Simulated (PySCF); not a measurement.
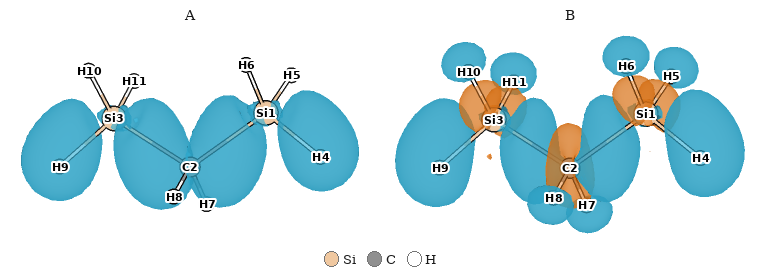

*CH8Si2, SMILES `[SiH3]C[SiH3]`. The Fukui function f⁻ from two separate SCF calculations and the density of the HOMO, at ±0.02 e/Å³ (light blue positive, orange negative).*

Method: PBE/def2-TZVP; geometry: GFN2-xTB; program: PySCF. No frequency check shows the geometry to be a minimum.

Coordinates in Å:

```
Si1     -1.6062    0.1870    0.0003
C2       0.0000   -0.8250    0.0000
Si3      1.6062    0.1870   -0.0003
H4      -2.7591   -0.7204   -0.0023
H5      -1.6643    1.0294    1.1968
H6      -1.6647    1.0295   -1.1962
H7       0.0001   -1.4822    0.8705
H8      -0.0001   -1.4822   -0.8707
H9       2.7591   -0.7204    0.0022
H10      1.6643    1.0295   -1.1968
H11      1.6647    1.0294    1.1963
```

Q: Which panel is which, and how good is the frozen-orbital picture?

A: B is f⁻ (it has negative regions), A the HOMO density. The HOMO lies on C2 (31 %), Si1 and Si3 (19 % each) and H4 and H9 (12 % each); f⁻ (Hirshfeld-condensed) is largest on Si1 and Si3 (0.16 each), H4 and H9 (0.14 each) and C2 (0.12); the vertical ionisation energy is 10.40 eV (the stability of the cation's solution wasn't checked). Relaxation shifts 25 % of the electron between atoms. The orbital energy is −7.45 eV.

Cost of the run: 67 s on 1 thread of Arm Neoverse V2, on a shared host, peak memory 0.59 GiB.
